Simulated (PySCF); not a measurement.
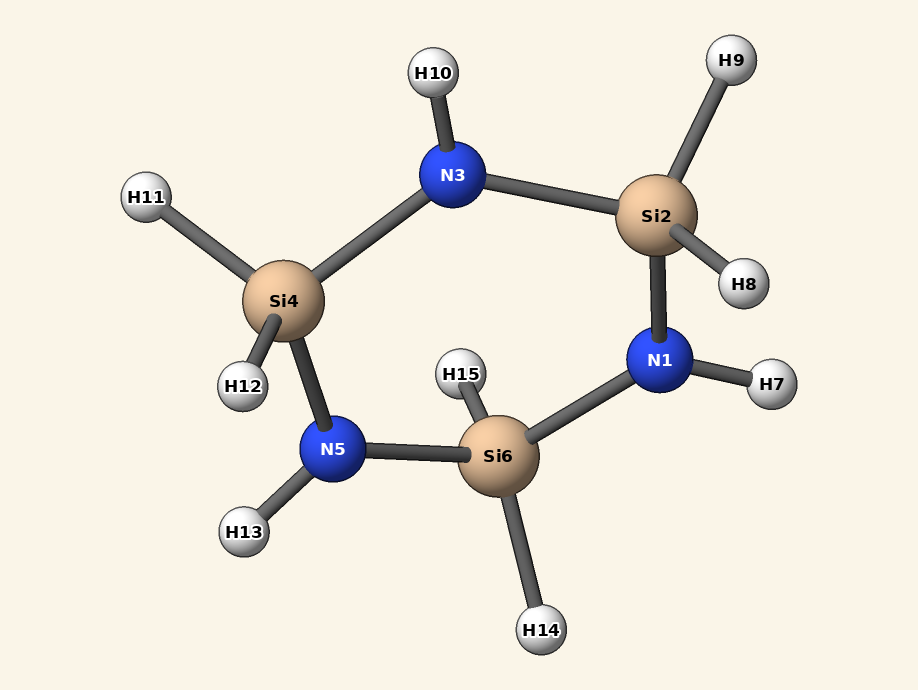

The questions are on IAO charges. Computed geometry: GFN2-xTB optimisation. No frequency run is at hand to confirm it as a minimum. Properties computed with PBE0/pcSseg-1, gas phase (PySCF 2.14.0).

Give the IAO charges atom by atom.

```tsv
atom	value (e)
N1	−0.97
Si2	1.04
N3	−0.96
Si4	1.04
N5	−0.96
Si6	1.04
H7	0.27
H8	−0.18
H9	−0.17
H10	0.27
H11	−0.17
H12	−0.18
H13	0.27
H14	−0.16
H15	−0.18
```

The geometry is semi-empirical. Around Si such bond lengths and angles can be off by a tenth of an ångström or more and by several degrees, and values that hang on the shape move with them.
